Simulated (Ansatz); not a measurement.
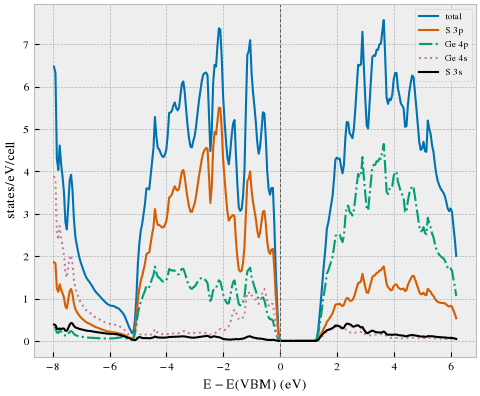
Figure: Total and projected density of states of GeS in space group Pnma (No. 62; Ge on 4c, S on 4c), plane-wave PAW PBE+D3(BJ) (Ansatz code)

Problem. Which orbitals carry the states next to the gap?

Solution. Top 1 eV of the valence band: S 3p 58 %, Ge 4s 21 %, Ge 4p 19 %. Bottom 1 eV of the conduction band: Ge 4p 59 %, S 3p 19 %, S 3s 9 %, Ge 4s 8 %, outside the projected shells 5 %. Projections are on Löwdin-orthogonalised atomic valence shells; empty p or d shells of many metals are not among them.

Problem. Where is the tallest occupied peak in this window, and what makes it?

Solution. Near -2.2 eV, about 7.4 states/eV per cell; the largest projected share is S 3p.

The PBE+D3(BJ) relaxation kept the symmetry of its start. Scalar-relativistic: spin–orbit coupling is off unless named, which matters more the heavier the elements.

Potentials: the later of the program's two PAW sets.
